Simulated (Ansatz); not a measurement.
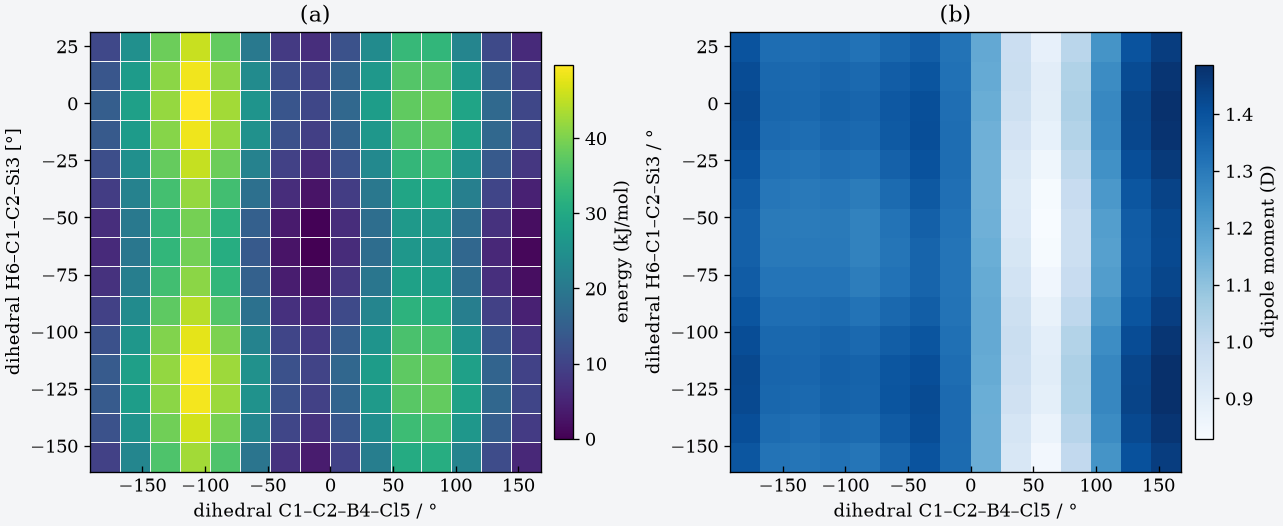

C2H8BClSi, SMILES CC([SiH3])BCl. 
- The first coordinate is: dihedral C1–C2–B4–Cl5; the second: dihedral H6–C1–C2–Si3.
- Nothing is relaxed (all other coordinates rigid).
- The scan uses a 15 × 15 grid.
- Points are written as (first, second).
- Energies are in kJ/mol, from the lowest grid point.
- Method: RKS PBE0-D4/def2-SVP (Ansatz).

Panel (a) is the energy; panel (b) is the computed dipole moment, in D.

Drawn: one coloured cell a grid point.

How does the dipole moment vary over the map, and what is it at the lowest grid point?

Leaving out the highest fifth of the energies, it runs from 0.83 D at (60°, −52.1°) to 1.49 D at (156°, −129.3°). At the lowest grid point, (−12°, −65.0°), it is 1.31 D.
